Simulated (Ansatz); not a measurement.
BrCl2FH3HfN

```yaml
atoms:
  - { symbol: Hf, position_ang: [0.4711, 0.4059, 0.0323] }
  - { symbol: N, position_ang: [-0.3069, 0.4437, 2.2837] }
  - { symbol: H, position_ang: [-1.2055, -0.0545, 2.3928] }
  - { symbol: H, position_ang: [0.3674, -0.0011, 2.9281] }
  - { symbol: F, position_ang: [1.0799, 0.3722, -1.7642] }
  - { symbol: Cl, position_ang: [-1.5547, 1.5465, -0.3041] }
  - { symbol: Cl, position_ang: [0.3921, -1.9107, 0.4122] }
  - { symbol: Br, position_ang: [2.3757, 1.6812, 1.0341] }
  - { symbol: H, position_ang: [-0.4521, 1.4090, 2.6226] }
```

Core potentials replace the inner electrons of Hf.

Level of theory: RKS LDA/def2-SVP (Ansatz 0.2.0).

Question: Predict the electron density and electron localisation function between the atoms.

Answer: Hf–F (1.90 Å): the density is about 0.92 e/Å³ at the midpoint; the ELF peaks at about 0.85 in the valence shell of F, 0.5 Å from its nucleus, and drops to about 0.20 between the two atoms.
Hf–Cl (2.35 Å): the density is about 0.57 e/Å³ at the midpoint; the ELF peaks at about 0.85 in the valence shell of Cl, 0.8 Å from its nucleus, and is about 0.35 at the midpoint.
Hf–N (2.38 Å): ρ is about 0.38 e/Å³ halfway; the ELF peaks at about 0.95 in the valence shell of N, 0.7 Å from its nucleus, and is about 0.20 at the midpoint.
N–H (1.03 Å): ρ is about 2.7 e/Å³ halfway; the ELF climbs to about 1 towards the hydrogen, as it does in any bond to H; an ordinary covalent bond to hydrogen.

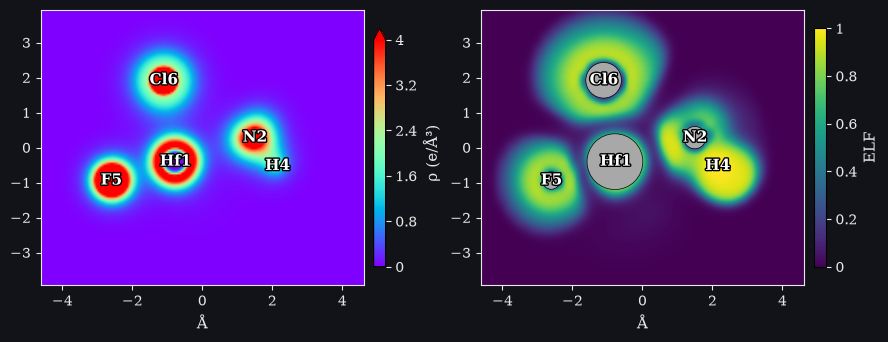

Computed electron density and electron localisation function on the plane of atoms Hf1, N2 and H4, in this order. Grey discs cover the atomic cores in the ELF map. 
